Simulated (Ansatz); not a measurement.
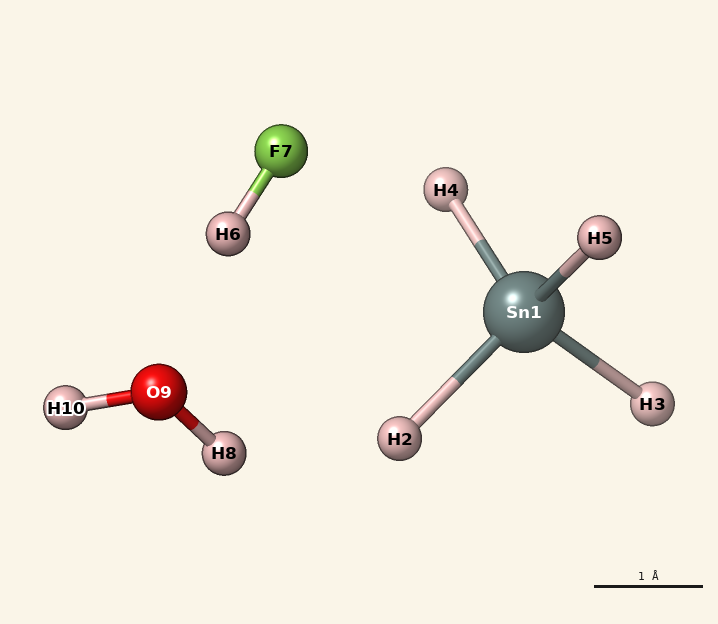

Computed geometry: PBE0-D4/def2-TZVP optimisation.

Which hydrogen bonds does the structure hold? Count O, N, F, S and Cl donors.

```json
{"D–H···A": "F7–H6···O9", "D–H (Å)": "0.95", "H···A (Å)": "1.63", "angle (°)": "169", "kind": "intermolecular"}
```
